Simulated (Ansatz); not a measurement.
## Single-point calculation, with input and output: TaN3H6O

- system: TaN3H6O
- method: RKS r2SCAN/def2-TZVPD (Ansatz 0.2.0)

Some settings of this run were made unusual or wrong on purpose. The geometry comes from this level: PBE0-D4/def2-TZVP.

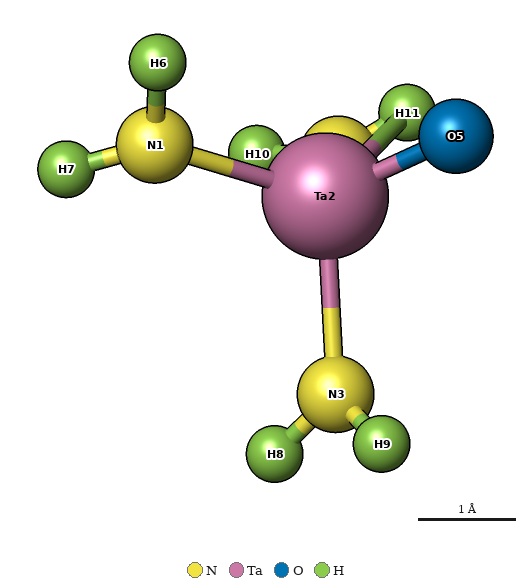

Fig. 1: The structure as given in the input (ball-and-stick view, seen at a tilt; atoms are numbered from 1 in the order of the input). Sticks mark near contacts.

Input file:
```yaml
crystal:
  periodic: [false, false, false]
  atoms:
    - {symbol: N, position_ang: [-1.125072, 1.515170, 0.336574]}
    - {symbol: Ta, position_ang: [0.457020, 0.271791, 0.212837]}
    - {symbol: N, position_ang: [0.018543, -1.476238, 1.203494]}
    - {symbol: N, position_ang: [0.751678, -0.486422, -1.686138]}
    - {symbol: O, position_ang: [1.911412, 0.844892, 0.667504]}
    - {symbol: H, position_ang: [-0.888229, 2.619673, 0.557944]}
    - {symbol: H, position_ang: [-2.068754, 1.345343, 0.073149]}
    - {symbol: H, position_ang: [-0.745024, -2.052158, 1.099251]}
    - {symbol: H, position_ang: [0.324614, -1.627235, 2.125403]}
    - {symbol: H, position_ang: [-0.044009, -0.660720, -2.391112]}
    - {symbol: H, position_ang: [1.560015, -0.402106, -1.978721]}
basis:
  gaussian: {orbitals: def2-TZVPD, final_grid: {core_spheres: 1, valence_spheres: 1, degree: 1}}
hamiltonian: {xc: {name: r2SCAN}}
```

Run as:
```bash
ansatz run in.yaml --threads 4 --pin off --events-out ev --progress --plain --max-ram 10444MiB
```

The program's output:
```
Functional definition: r2SCAN
  name "r2SCAN"
  cite "Furness, Kaplan, Ning, Perdew & Sun, J. Phys. Chem. Lett. 11, 8208 (2020) doi:10.1021/acs.jpclett.0c02405"
  cite "Furness, Kaplan, Ning, Perdew & Sun, J. Phys. Chem. Lett. 11, 9248 (2020) doi:10.1021/acs.jpclett.0c03077"
  parent r2scan
  parameter k0 = 0.174
  parameter k1 = 0.065
  parameter a1 = 4.9479
  exchange = r2scan_x(k0 = k0, k1 = k1, a1 = a1)
  correlation = r2scan_c
1393 factors; their error is unknown
mean field evaluation 1: about -8138.4661 eV, gradient 1.3e2 eV
mean field evaluation 2: about -7942.6494 eV, gradient 3.1e2 eV
mean field evaluation 4: about -8165.2872 eV, gradient 5.3e1 eV
mean field evaluation 8: about -8170.2329 eV, gradient 1.0e0 eV
mean field evaluation 16: about -8584.0385 eV, gradient 6.6e1 eV
mean field evaluation 32: about -8644.7985 eV, gradient 5.3e1 eV
a density is far from that of the atoms, so the factors are made again for it
2683 factors; integrals over basis functions are off by at most 9.8e-5 eV
mean field evaluation 64: about -8651.3452 eV, gradient 4.9e-1 eV
mean field -8651.34789697 eV, -317.9311711195 hartree, gradient 2.6e-5 eV, S^2 0.000000; 0 other end points of the search recorded, 0 dependent functions left out
reference -8651.34789704 eV, -317.9311711219 hartree; 24, 24 occupied and 224, 224 virtual orbitals, 2683 factors
Total energy: -8651.34789704 eV, -317.9311711219 hartree
```

Outcome:

| quantity | value |
| --- | --- |
| outcome | converged |
| total energy | −8651.3479 eV |
| SCF solution under orbital rotations | stable |
| hardware | 4 threads of Arm Neoverse V1, 23 GiB of memory available, shared host |
| wall time | 20 s (CPU time 75 s) |
| peak memory | 0.98 GiB |

A setting was made wrong on purpose: grid. The run converged all the same; its numbers are those of the faulty input and shouldn't be used.
